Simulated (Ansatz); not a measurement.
# Calculations on BNH5F

Part 1: Relaxation

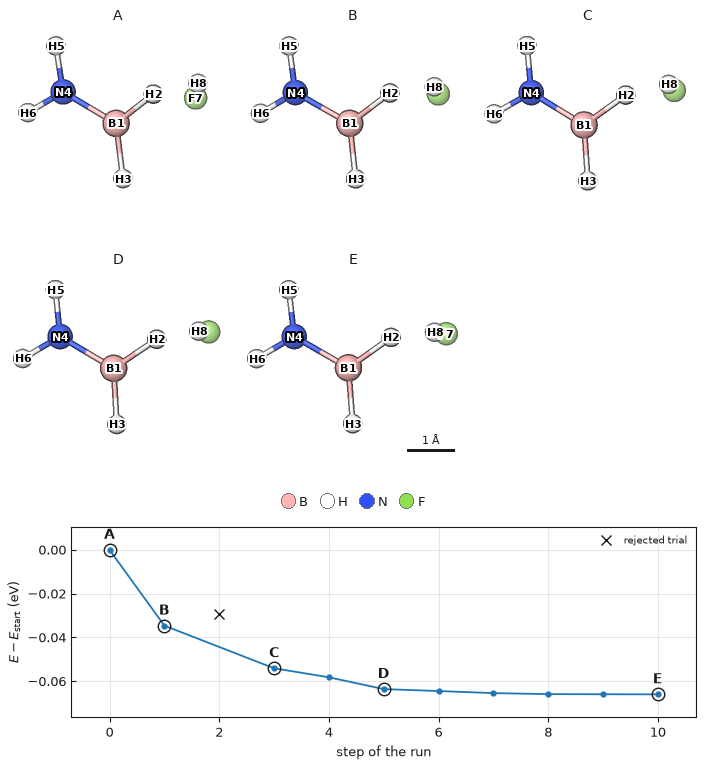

Frames of a relaxation of BNH$_{5}$F, marked on the history of the run. Style: ball-and-stick. Shown at a tilt.

The run prepares an end point of a later path (reaction) calculation, from a guessed geometry.

Level of theory: RKS PBE0/def2-SVP (Ansatz).

Input file:
```yaml
crystal:
  periodic: [false, false, false]
  atoms:
    - { symbol: B, position_ang: [-0.065194, -0.133144, -0.097717] }
    - { symbol: H, position_ang: [-0.074989, -0.526408, 1.040266] }
    - { symbol: H, position_ang: [0.965669, 0.173441, -0.641431] }
    - { symbol: "N", position_ang: [-1.269472, -0.147843, -0.778702] }
    - { symbol: H, position_ang: [-2.141929, -0.423146, -0.350915] }
    - { symbol: H, position_ang: [-1.362752, 0.110052, -1.749671] }
    - { symbol: F, position_ang: [-0.116435, 2.075619, 1.12944] }
    - { symbol: H, position_ang: [-0.166198, 1.25533, 1.54913] }
basis:
  gaussian: { orbitals: def2-SVP }
hamiltonian:
  xc: pbe0
relax:
  f_tol: 0.03
  max_steps: 50
output:
  orbitals: {}
```

Command:
```bash
ansatz run input.yaml --threads 1 --pin off --max-ram 2048MiB --backend cpu --events-out ev --progress --plain --runs-dir out
```

> Describe the path.

F7 moves most after the best rigid fit: 0.38 Å. Largest moves by element: F 0.38 Å, H 0.21 Å, N 0.10 Å, B 0.06 Å. Near-neighbour distances that change, for instance: B1–H2 1.204 → 1.219 Å, F7–H8 0.923 → 0.929 Å. After 9 accepted moves (10 points after the start) the energy has fallen by 0.066 eV. Largest force component: 0.4 eV/Å at the start, 0.021 eV/Å at the end. The line search rejected the trial step at point 2 of the run. The run took 19 s on 1 thread of Arm Neoverse V2, on a shared host, peak memory 0.13 GiB. From step 0 to 1: F7 moves most (0.19 Å), energy −0.035 eV. From step 1 to 3: H5 moves most (0.10 Å), energy −0.019 eV. From step 3 to 5: F7 moves most (0.11 Å), energy −0.010 eV. From step 5 to 10: F7 moves most (0.07 Å), energy −0.002 eV.

| step | E − E(0), eV | largest force component, eV/Å | note |
| --- | --- | --- | --- |
| 0 | 0.0000 | 0.4005 |  |
| 1 | -0.0346 | 1.1807 |  |
| 2 | -0.0292 | 1.6076 | rejected |
| 3 | -0.0540 | 0.4485 |  |
| 4 | -0.0582 | 0.3454 |  |
| 5 | -0.0636 | 0.1331 |  |
| 6 | -0.0644 | 0.1934 |  |
| 7 | -0.0654 | 0.1759 |  |
| 8 | -0.0659 | 0.0705 |  |
| 9 | -0.0659 | 0.0493 |  |
| 10 | -0.0660 | 0.0215 |  |

Part 2: Relaxation

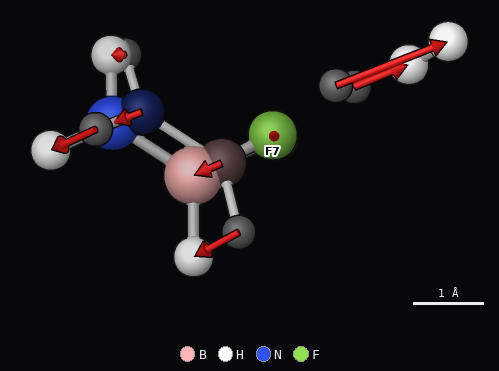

A relaxation of BNH5F. The starting structure is drawn faded, the final one solid; red arrows show the displacements, at their true length. The two geometries are superimposed by the best rigid fit.

A ball-and-stick model, seen face on.

The run prepares an end point of a later path (reaction) calculation, from a guessed geometry.

Method: RKS PBE0/def2-SVP in Ansatz.

The input:
```yaml
crystal:
  periodic: [false, false, false]
  atoms:
    - { symbol: B, position_ang: [-0.069828, 0.420792, -0.41137] }
    - { symbol: H, position_ang: [-0.174131, 0.054886, 1.956774] }
    - { symbol: H, position_ang: [0.848314, -0.363928, -0.432274] }
    - { symbol: "N", position_ang: [-1.342867, 0.048698, -0.836908] }
    - { symbol: H, position_ang: [-1.554158, -0.880128, -1.171424] }
    - { symbol: H, position_ang: [-2.126118, 0.689715, -0.850518] }
    - { symbol: F, position_ang: [0.150488, 1.678284, -0.029812] }
    - { symbol: H, position_ang: [0.037001, 0.735581, 1.875932] }
basis:
  gaussian: { orbitals: def2-SVP }
hamiltonian:
  xc: pbe0
relax:
  f_tol: 0.03
  max_steps: 50
```

Run as
```bash
ansatz run input.yaml --threads 1 --pin off --max-ram 2048MiB --backend cpu --events-out ev --progress --plain --runs-dir out
```

Question: Atoms of which element are displaced furthest, and by how much?

Answer: Hydrogen: up to 1.75 Å, against 0.70 Å for fluorine.

Question: What happened in the run?

Answer: The energy falls by 0.192 eV in 25 accepted moves (27 points after the start). The largest force component goes from 1.7 to 0.022 eV/Å. The line search rejected the trial steps at points 10, 15 of the run. The forces were under the threshold at step 11, but the run went on from there. The largest move after the best rigid fit is that of H2, 1.75 Å. Largest moves by element: H 1.75 Å, F 0.70 Å, N 0.48 Å, B 0.45 Å. Among the contacts that change: H2–H8 0.717 → 0.762 Å, B1–F7 1.332 → 1.340 Å.

Part 3: Path

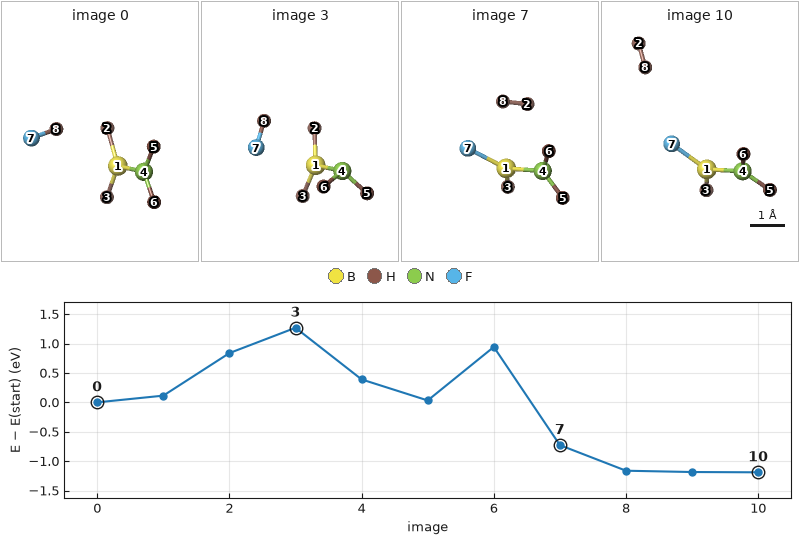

NEB run on BNH$_{5}$F. Images are numbered from 0 (start) to 10 (end). Style: ball-and-stick. Shown from a free direction.

Theory: Ansatz 0.2.0, RKS PBE0/def2-SVP. Set-up: 9 movable images; climbing image; force threshold 0.05 eV/Å; iteration limit 60; starting path through a guess of the saddle point.

> Read off the barrier and say what moves.

The energy climbs by 1.27 eV to image 3 and then falls by 2.46 eV, so the end point sits at −1.19 eV. The profile has 2 maxima (images 3, 6) with a dip at image 5 (+0.03 eV), so the process runs in steps. The path has more than one stage, and so few images may leave a stage unresolved. Breaking: B1–H2 (1.22 → 1.23 at the top → 4.32 Å), F7–H8 (0.93 → 0.93 at the top → 2.49 Å). Forming: B1–F7 (2.83 → 2.05 at the top → 1.34 Å), H2–H8 (1.65 → 1.82 at the top → 0.76 Å). The band converged in 44 iterations. The largest component of the band force went from 18 to 0.043 eV/Å. The climbing image converged on the top of the path. Its vibrational analysis gives one imaginary mode (580i cm⁻¹), as a transition state must have.

Cost: 8.8 min on 1 thread of Arm Neoverse V2, with other jobs on the host, peak memory 0.12 GiB.
